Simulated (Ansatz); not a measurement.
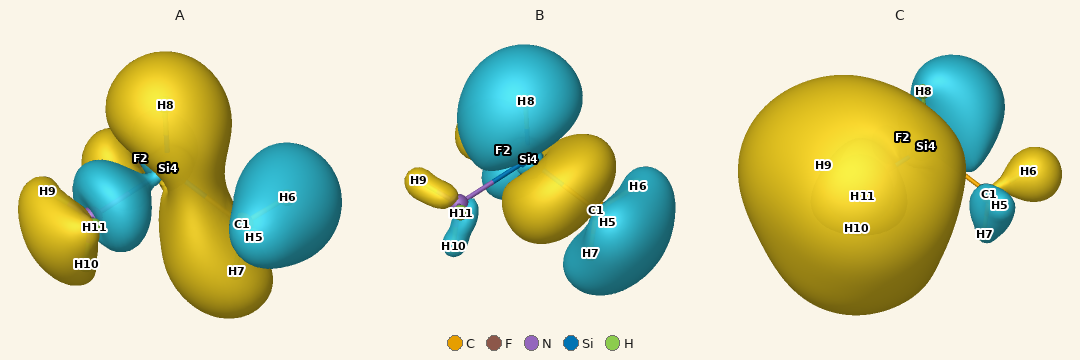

Figure 1: CH7FNSi (charge +1). Three frontier orbitals at ±0.06 Å⁻³ᐟ² (yellow and cyan are the two phases), in no order.

Geometry: PBE0-D3(BJ)/def2-SVP.

All numbers below come from Ansatz, isolated molecule in a Gaussian basis; Kohn-Sham density functional theory, functional PBE0.

```xyz
11

C    -1.1336    0.3530   -0.8781
F     1.6525    0.5677   -0.1395
N     1.1231    1.2996   -2.6301
Si    0.4218    1.3102   -0.8510
H    -1.8913    0.8252   -1.5239
H    -1.5496    0.3207    0.1429
H    -0.9715   -0.6867   -1.2028
H     0.4090    2.7501   -0.5364
H     2.0644    1.7152   -2.6535
H     1.2207    0.3439   -2.9980
H     0.5516    1.8227   -3.3059
```

Q: Which picture is the HOMO−1, the HOMO and the LUMO?

A: A is the HOMO−1 (−15.92 eV). By Hirshfeld shares it lies mainly on C1 (about 25 %), Si4 (about 15 %), N3 (about 10 %), H8 (about 10 %), F2 (about 10 %) and H6 (about 10 %). B is the HOMO (−14.68 eV). By Hirshfeld shares it lies mainly on C1 (about 30 %), Si4 (about 25 %), H8 (about 20 %) and F2 (about 10 %). C is the LUMO (−5.22 eV). Its weight (Hirshfeld) is mainly on Si4 (about 20 %), H11 (about 20 %), H10 (about 15 %), N3 (about 15 %) and H9 (about 15 %).

Q: What is the HOMO–LUMO gap?

A: 9.46 eV between the orbital energies.
